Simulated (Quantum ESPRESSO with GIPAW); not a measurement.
# 13C and 15N NMR of AsC3N3, calculated

Wanted: NMR shieldings for each site of AsC3N3.

Program: Quantum ESPRESSO with GIPAW 8.0dev (patched build). Level of theory: DFT, PBE, plane-wave PAW (pslibrary 1.0.0 recipes), scalar-relativistic, GIPAW; a patched development version of the program. Results are calculated unless marked as measured.

## 1. The structure

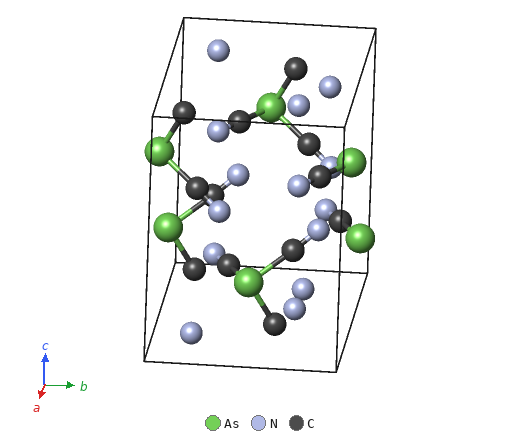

Start, viewed slightly off an axis; arsenic green, nitrogen light blue, carbon dark grey. This picture shows the conventional cell, with its axes. Bonds to atoms that aren't drawn are left out. Some periodic images of atoms are drawn too.

The cell is an entry of the Crystallography Open Database; it need not be the form that is stable at ambient conditions.

This structure had its atoms relaxed beforehand (DFT, PBE, plane-wave PAW (pslibrary 1.0.0 recipes), Quantum ESPRESSO with GIPAW), starting from the database entry, since shieldings follow bond lengths closely.

## 2. Self-consistent run

The shielding is a linear response of the occupied states, which this run provides. It is converged far beyond what an energy needs, since the response uses the wavefunctions themselves. No empty states are asked for: the response is solved without them. The mesh has a spacing of 0.29 Å⁻¹ at most. The PAW files were made with ld1.x from the pslibrary 1.0.0 recipes, with GIPAW reconstruction switched on.

File scf.in:

```
&control
  calculation = 'scf'
  prefix = 'x'
  outdir = './tmp/'
  pseudo_dir = './'
/
&system
  ibrav = 0
  nat = 14
  ntyp = 3
  ecutwfc = 55
  ecutrho = 340
  nbnd = 42
/
&electrons
  conv_thr = 1.0d-10
  mixing_beta = 0.7
  electron_maxstep = 100
/
ATOMIC_SPECIES
  As 74.922 As.pbe-dn-kjpaw_psl.1.0.0-gipaw.UPF
  N 14.007 N.pbe-n-kjpaw_psl.1.0.0-gipaw.UPF
  C 12.011 C.pbe-n-kjpaw_psl.1.0.0-gipaw.UPF
CELL_PARAMETERS angstrom
  4.59500000 -3.45000000 0.00000000
  4.59500000 3.45000000 0.00000000
  -1.73257000 0.00000000 8.75012000
ATOMIC_POSITIONS crystal
  As 0.70457218 0.70359771 0.73752482
  As 0.29640229 0.29542782 0.26247518
  N 0.47640716 0.15068102 0.55220916
  N 0.84931898 0.52359284 0.44779084
  N 0.23018081 0.77494173 0.75203667
  N 0.22505827 0.76981919 0.24796333
  N 0.59812592 0.02443377 0.04900075
  N 0.97556623 0.40187408 0.95099925
  C 0.64859244 0.91211064 0.93282322
  C 0.08788936 0.35140756 0.06717678
  C 0.03178437 0.76113643 0.75125618
  C 0.23886357 0.96821563 0.24874382
  C 0.56710595 0.99386751 0.62793100
  C 0.00613249 0.43289405 0.37206900
K_POINTS automatic
  4 4 3 0 0 0
```

The run is started by

```bash
$ mpirun -np 4 pw.x -nk 4 -in scf.in > scf.out
```

What it wrote:

```text
using ibrav=0 with symmetry is DISCOURAGED, use correct ibrav instead

     bravais-lattice index     =            0
     lattice parameter (alat)  =      10.8584  a.u.
     unit-cell volume          =    1872.1697 (a.u.)^3
     number of atoms/cell      =           14
     number of atomic types    =            3
     number of electrons       =        84.00
     number of Kohn-Sham states=           42
     kinetic-energy cutoff     =      55.0000  Ry
     charge density cutoff     =     340.0000  Ry
     scf convergence threshold =      1.0E-10
     mixing beta               =       0.7000
     number of iterations used =            8  plain     mixing
     Exchange-correlation= SLA-PW-PBX-PBC
                           (   1   4   3   4   0   0   0)
[...]
As               15.00    74.92200     As( 1.00)
     N                 5.00    14.00700     N ( 1.00)
     C                 4.00    12.01100     C ( 1.00)

      2 Sym. Ops. (no inversion) found
[...]
number of k points=    17
[...]
Dense  grid:   198179 G-vectors     FFT dimensions: (  64,  64, 100)

     Smooth grid:   103189 G-vectors     FFT dimensions: (  54,  54,  80)

     Check: negative core charge=   -0.000007

     Initial potential from superposition of free atoms

     starting charge      83.9992, renormalised to      84.0000
     Starting wfcs are   66 randomized atomic wfcs

     Self-consistent Calculation

     iteration #  1     ecut=    55.00 Ry     beta= 0.70
     Davidson diagonalization with overlap
     ethr =  1.00E-02,  avg # of iterations =  2.0

     total energy              =    -991.82317504 Ry
     estimated scf accuracy    <       2.54954667 Ry

     iteration #  2     ecut=    55.00 Ry     beta= 0.70
     Davidson diagonalization with overlap
     ethr =  3.04E-03,  avg # of iterations =  3.3

     total energy              =    -992.25610039 Ry
     estimated scf accuracy    <       2.89333315 Ry

     iteration #  3     ecut=    55.00 Ry     beta= 0.70
     Davidson diagonalization with overlap
     ethr =  3.04E-03,  avg # of iterations =  3.0

     total energy              =    -992.79316446 Ry
     estimated scf accuracy    <       0.04805761 Ry

[...]
total energy              =    -992.82697987 Ry
[...]
iteration # 14     ecut=    55.00 Ry     beta= 0.70
     Davidson diagonalization with overlap
     ethr =  1.49E-11,  avg # of iterations =  2.6

     total energy              =    -992.82697987 Ry
     estimated scf accuracy    <          1.1E-09 Ry

     iteration # 15     ecut=    55.00 Ry     beta= 0.70
     Davidson diagonalization with overlap
     ethr =  1.31E-12,  avg # of iterations =  4.0

     End of self-consistent calculation
     [one-electron energies left out]

!    total energy              =    -992.82697988 Ry
     total all-electron energy =    -10157.570929 Ry
     estimated scf accuracy    <          4.5E-11 Ry

     The total energy is the sum of the following terms:
     one-electron contribution =    -601.45493511 Ry
     hartree contribution      =     328.33969169 Ry
     xc contribution           =    -165.24369770 Ry
     ewald contribution        =    -246.54753792 Ry
     one-center paw contrib.   =    -307.92050084 Ry

     convergence has been achieved in  15 iterations
[...]
JOB DONE.
```

Elapsed: 1.7 min, on 4 MPI ranks of Arm Neoverse V2, shared host; peak memory 1.6 GiB.

It converged in 15 cycles to an estimated accuracy of 4e-11 Ry, on 17 irreducible k-points.

## 3. GIPAW: job nmr

A uniform field breaks periodicity, so gipaw.x applies it as a wave of small q and takes the limit. It solves for the first-order states, builds the induced current and gets the field at each nucleus by Biot–Savart; the PAW spheres add what the smooth waves miss near the nuclei. pawproj makes the reconstruction use the PAW data sets' own projectors.

File nmr.in:

```
&inputgipaw
  job = 'nmr'
  prefix = 'x'
  tmp_dir = './tmp/'
  restart_mode = 'from_scratch'
  verbosity = 'low'
  q_gipaw = 0.01
  spline_ps = .true.
  conv_threshold = 1.0d-11
  use_nmr_macroscopic_shape = .false.
  pawproj(1) = .true.
  pawproj(2) = .true.
  pawproj(3) = .true.
/
```

The run is started by

```bash
$ mpirun -np 4 gipaw.x -in nmr.in > nmr.out
```

What it wrote:

```text
[banner, memory and clock lines left out]
[a note of our patched build left out]

     Parallelizing q-star over 1 images

     IMPORTANT: XC functional enforced from input :
     Exchange-correlation= PBE
                           (   1   4   3   4   0   0   0)
     Any further DFT definition will be discarded
     Please, verify this is what you really want

     Check: negative core charge=   -0.000007
[...]
alpha_pv=     69.3336 eV

     spline_ps is .false., expect some extrapolation errors

     q-space interpolation up to    66.00 Rydberg

     GIPAW job: nmr
     NMR macroscopic correction: no
[...]
Computing the magnetic susceptibility     isolve=0    ethr=  0.1000E-10
     Starting from scratch
     k-point #    1 of    17      pool #  1    cpu time:       1.3
[...]
End of magnetic susceptibility calculation

     f-sum rule (1st term):
           -67.2166         -0.0000         -0.0053
             0.0000        -67.2024          0.0000
            -0.0055          0.0000        -67.1958

     f-sum rule (2nd term):
            -0.8117         -0.0000          0.0054
             0.0000         -0.8194         -0.0000
             0.0056         -0.0000         -0.8184

     f-sum rule (should be   -68.0120):
           -68.0283         -0.0000          0.0001
             0.0000        -68.0219          0.0000
             0.0001          0.0000        -68.0142

[... susceptibilities left out ...]
     Contributions to the NMR chemical shifts: -------------------------------

     Macroscopic shape contribution in ppm:                    0.00
             0.0000          0.0000          0.0000
             0.0000          0.0000          0.0000
             0.0000          0.0000          0.0000

     Core contribution in ppm:

     Atom  1  As  pos: (  0.903712 -0.000585  1.123117)  core sigma:        2541.04
     Atom  2  As  pos: (  0.394135 -0.000585  0.399702)  core sigma:        2541.04
     Atom  3  N   pos: (  0.334968 -0.195572  0.840915)  core sigma:         235.78
     Atom  4  N   pos: (  0.962879 -0.195572  0.681904)  core sigma:         235.78
     Atom  5  N   pos: (  0.577024  0.327084  1.145216)  core sigma:         235.78
     Atom  6  N   pos: (  0.720823  0.327084  0.377603)  core sigma:         235.78
     Atom  7  N   pos: (  0.483078 -0.344455  0.074619)  core sigma:         235.78
     Atom  8  N   pos: (  0.814769 -0.344455  1.448200)  core sigma:         235.78
     Atom  9  C   pos: (  0.966803  0.158221  1.420521)  core sigma:         200.51
     Atom 10  C   pos: (  0.331044  0.158221  0.102298)  core sigma:         200.51
     Atom 11  C   pos: (  0.407565  0.437916  1.144027)  core sigma:         200.51
     Atom 12  C   pos: (  0.890282  0.437916  0.378792)  core sigma:         200.51
     Atom 13  C   pos: (  1.058952  0.256235  0.956225)  core sigma:         200.51
     Atom 14  C   pos: (  0.238895  0.256235  0.566594)  core sigma:         200.51

     Bare contribution in ppm:

     Atom  1  As  pos: (  0.903712 -0.000585  1.123117)  bare sigma:          39.86
[...]
Atom  2  As  pos: (  0.394135 -0.000585  0.399702)  bare sigma:          39.86
[...]
Atom  3  N   pos: (  0.334968 -0.195572  0.840915)  bare sigma:         -65.57
[...]
Atom  4  N   pos: (  0.962879 -0.195572  0.681904)  bare sigma:         -65.57
[...]
Atom  5  N   pos: (  0.577024  0.327084  1.145216)  bare sigma:         -63.66
[...]
Atom  6  N   pos: (  0.720823  0.327084  0.377603)  bare sigma:         -63.66
[...]
Atom  7  N   pos: (  0.483078 -0.344455  0.074619)  bare sigma:         -65.19
[...]
Atom  8  N   pos: (  0.814769 -0.344455  1.448200)  bare sigma:         -65.19
[...]
Atom  9  C   pos: (  0.966803  0.158221  1.420521)  bare sigma:         -51.47
[...]
Atom 10  C   pos: (  0.331044  0.158221  0.102298)  bare sigma:         -51.47
[...]
Atom 11  C   pos: (  0.407565  0.437916  1.144027)  bare sigma:         -50.85
[...]
Atom 12  C   pos: (  0.890282  0.437916  0.378792)  bare sigma:         -50.85
[...]
Atom 13  C   pos: (  1.058952  0.256235  0.956225)  bare sigma:         -51.78
[...]
Atom 14  C   pos: (  0.238895  0.256235  0.566594)  bare sigma:         -51.78
[...]
Diamagnetic contribution in ppm:

     Atom  1  As  pos: (  0.903712 -0.000585  1.123117)  dia sigma:         306.58
[...]
Atom  2  As  pos: (  0.394135 -0.000585  0.399702)  dia sigma:         306.58
[...]
Atom  3  N   pos: (  0.334968 -0.195572  0.840915)  dia sigma:           5.58
[...]
Atom  4  N   pos: (  0.962879 -0.195572  0.681904)  dia sigma:           5.58
[...]
Atom  5  N   pos: (  0.577024  0.327084  1.145216)  dia sigma:           5.65
[...]
Atom  6  N   pos: (  0.720823  0.327084  0.377603)  dia sigma:           5.65
[...]
Atom  7  N   pos: (  0.483078 -0.344455  0.074619)  dia sigma:           5.60
[...]
Paramagnetic US occ-occ contribution in ppm:

     Atom  1  As  pos: (  0.903712 -0.000585  1.123117)  para_oo sigma:          -5.70
[...]
Atom  2  As  pos: (  0.394135 -0.000585  0.399702)  para_oo sigma:          -5.70
[...]
Atom  3  N   pos: (  0.334968 -0.195572  0.840915)  para_oo sigma:          -1.68
[...]
Atom  4  N   pos: (  0.962879 -0.195572  0.681904)  para_oo sigma:          -1.68
[...]
Atom  5  N   pos: (  0.577024  0.327084  1.145216)  para_oo sigma:          -1.66
[...]
Atom  6  N   pos: (  0.720823  0.327084  0.377603)  para_oo sigma:          -1.66
[...]
Atom  7  N   pos: (  0.483078 -0.344455  0.074619)  para_oo sigma:          -1.68
[...]
Atom  8  N   pos: (  0.814769 -0.344455  1.448200)  para_oo sigma:          -1.68
[...]
Atom  9  C   pos: (  0.966803  0.158221  1.420521)  para_oo sigma:          -1.12
[...]
Atom 10  C   pos: (  0.331044  0.158221  0.102298)  para_oo sigma:          -1.12
[...]
Atom 11  C   pos: (  0.407565  0.437916  1.144027)  para_oo sigma:          -1.13
[...]
Atom 12  C   pos: (  0.890282  0.437916  0.378792)  para_oo sigma:          -1.13
[...]
Atom 13  C   pos: (  1.058952  0.256235  0.956225)  para_oo sigma:          -1.11
[...]
Atom 14  C   pos: (  0.238895  0.256235  0.566594)  para_oo sigma:          -1.11
[...]
Paramagnetic US L_R Q_R contribution in ppm:

     Atom  1  As  pos: (  0.903712 -0.000585  1.123117)  para_lq sigma:        -919.19
[...]
Atom  2  As  pos: (  0.394135 -0.000585  0.399702)  para_lq sigma:        -919.19
[...]
Atom  3  N   pos: (  0.334968 -0.195572  0.840915)  para_lq sigma:         -54.23
[...]
Atom  4  N   pos: (  0.962879 -0.195572  0.681904)  para_lq sigma:         -54.23
[...]
Atom  5  N   pos: (  0.577024  0.327084  1.145216)  para_lq sigma:         -54.13
[...]
Atom  6  N   pos: (  0.720823  0.327084  0.377603)  para_lq sigma:         -54.13
[...]
Atom  7  N   pos: (  0.483078 -0.344455  0.074619)  para_lq sigma:         -54.16
[...]
Atom  8  N   pos: (  0.814769 -0.344455  1.448200)  para_lq sigma:         -54.16
[...]
Atom  9  C   pos: (  0.966803  0.158221  1.420521)  para_lq sigma:         -20.41
[...]
Atom 10  C   pos: (  0.331044  0.158221  0.102298)  para_lq sigma:         -20.41
[...]
Atom 11  C   pos: (  0.407565  0.437916  1.144027)  para_lq sigma:         -20.38
[...]
Atom 12  C   pos: (  0.890282  0.437916  0.378792)  para_lq sigma:         -20.38
[...]
Atom 13  C   pos: (  1.058952  0.256235  0.956225)  para_lq sigma:         -20.46
[...]
Atom 14  C   pos: (  0.238895  0.256235  0.566594)  para_lq sigma:         -20.46
[...]
Total NMR chemical shifts in ppm: ---------------------------------------
     (adopting the Simpson convention for anisotropy and asymmetry)-----------

     Atom  1  As  pos: (  0.903712 -0.000585  1.123117)  Total sigma:        1642.55
          1700.5666         56.7138         33.4915
            64.0992       1618.9028         13.8200
            29.8326         23.5492       1608.1684

     As      1    anisotropy:    150.20    eta:    0.1174
[...]
Atom  2  As  pos: (  0.394135 -0.000585  0.399702)  Total sigma:        1642.55
[... its tensor is left out ...]
     Atom  3  N   pos: (  0.334968 -0.195572  0.840915)  Total sigma:         -68.07
          -169.5314        150.9126       -113.6766
           145.5704         39.2313       -229.4409
          -103.4096       -217.9003        -73.9079

     N       3    anisotropy:    532.94    eta:    0.0312
[...]
Atom  4  N   pos: (  0.962879 -0.195572  0.681904)  Total sigma:         -68.07
[... its tensor is left out ...]
     Atom  5  N   pos: (  0.577024  0.327084  1.145216)  Total sigma:         -63.09
           132.4876       -240.4599          4.5330
          -235.1552        -82.3011          0.1182
             8.5352         -2.5053       -239.4553

     N       5    anisotropy:    523.78    eta:    0.0180
[...]
Atom  6  N   pos: (  0.720823  0.327084  0.377603)  Total sigma:         -63.09
[... its tensor is left out ...]
     Atom  7  N   pos: (  0.483078 -0.344455  0.074619)  Total sigma:         -66.65
          -235.0262         23.9234         36.3090
            18.5249       -124.9944        213.7259
            25.5027        228.1595        160.0558

     N       7    anisotropy:    524.69    eta:    0.0310
[...]
Atom  8  N   pos: (  0.814769 -0.344455  1.448200)  Total sigma:         -66.65
[... its tensor is left out ...]
     Atom  9  C   pos: (  0.966803  0.158221  1.420521)  Total sigma:          41.39
           -71.4490          4.6730         12.7202
            11.8661          9.6664        150.2145
            24.7541        140.9570        185.9522

     C       9    anisotropy:    341.74    eta:    0.0175
[...]
Atom 10  C   pos: (  0.331044  0.158221  0.102298)  Total sigma:          41.39
[... its tensor is left out ...]
     Atom 11  C   pos: (  0.407565  0.437916  1.144027)  Total sigma:          42.73
           165.4224       -154.5289          3.2848
          -162.6719         33.0096         -2.1897
            -0.7986         -0.0297        -70.2303

     C      11    anisotropy:    342.53    eta:    0.0108
[...]
Atom 12  C   pos: (  0.890282  0.437916  0.378792)  Total sigma:          42.73
[... its tensor is left out ...]
     Atom 13  C   pos: (  1.058952  0.256235  0.956225)  Total sigma:          40.51
           -28.0789         88.2835        -67.6428
            93.7103        108.0211       -138.7407
           -77.7324       -151.1300         41.5843

     C      13    anisotropy:    342.94    eta:    0.0014
[...]
Atom 14  C   pos: (  0.238895  0.256235  0.566594)  Total sigma:          40.51
[... its tensor is left out ...]
```

Elapsed: 25 min, on 4 MPI ranks; peak memory 0.86 GiB; 1.7 h of CPU time.

[end of part 1 of 2]

[Banner, clock, file and message-heading lines were taken out of the pw.x and gipaw.x logs.]

[Logs are printed without paths, hosts, clocks, repeated set-up lines and the standing remarks that a program may print on its own settings, such as how far it seeks lower states.]

[Hosts, paths, dates, database ids (printed as entryN), source tags and the programs' standing remarks are cut or masked in the printed files.]

[Where no reference line passes its bar on scatter, no shift is given, so a measured shift of this compound may stand uncompared.]
